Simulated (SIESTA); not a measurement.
Band structure of Be (P6_3/mmc, 2 atoms in the cell).

```
CELL_PARAMETERS angstrom
      1.14500    -1.98320     0.00000
      1.14500     1.98320     0.00000
      0.00000     0.00000     3.58000
ATOMIC_POSITIONS crystal
  Be 0.33333 0.66667 0.25000
  Be 0.66667 0.33333 0.75000
```

Method: GGA PBE, numerical atomic orbitals TZP, PseudoDojo PBE standard norm-conserving potentials (rewritten from UPF to PSML) run with SIESTA.

Settings: XC.functional = GGA; XC.authors = PBE; potentials = PseudoDojo PBE standard; PAO.BasisSize = TZP; PAO.EnergyShift = 0.01 Ry; MeshCutoff = 300 Ry; kgrid.MonkhorstPack = 16 16 9; OccupationFunction = FD; ElectronicTemperature = 0.1 eV; PAO.Polarization.NonPerturbative = true; MaxSCFIterations = 150; SCF.Mixer.Method = Pulay; SCF.Mixer.Weight = 0.2; SCF.Mixer.History = 8.

The starting cell has typed, rounded lattice constants, without a prior relaxation at this level. Values carry the incompleteness of an atom-centred basis.

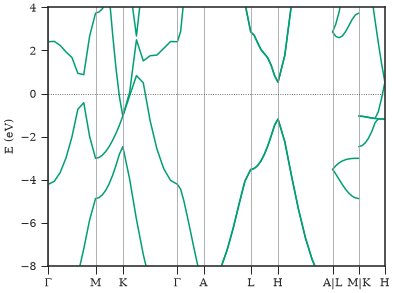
Figure. Bands along the path, energies from the Fermi level.

Levels in eV from the Fermi level, bands 1 to 6:
```
point        1        2       3      4      5      6
-----  -------  -------  ------  -----  -----  -----
Γ      -100.43  -100.40  -11.21  -4.21   2.40  15.70
M      -100.40  -100.38   -4.88  -3.01   3.73   9.27
K      -100.41  -100.41   -2.47  -1.05  -1.05   7.06
A      -100.41  -100.41   -9.04  -9.04  11.96  11.96
L      -100.39  -100.39   -3.53  -3.53   2.86   2.86
H      -100.39  -100.39   -1.18  -1.18   0.52   0.52
```

Bands cross the Fermi level along this path, so the cell is metallic at this level.

Higher empty bands are left out: an atom-centred basis made for the valence describes them poorly.
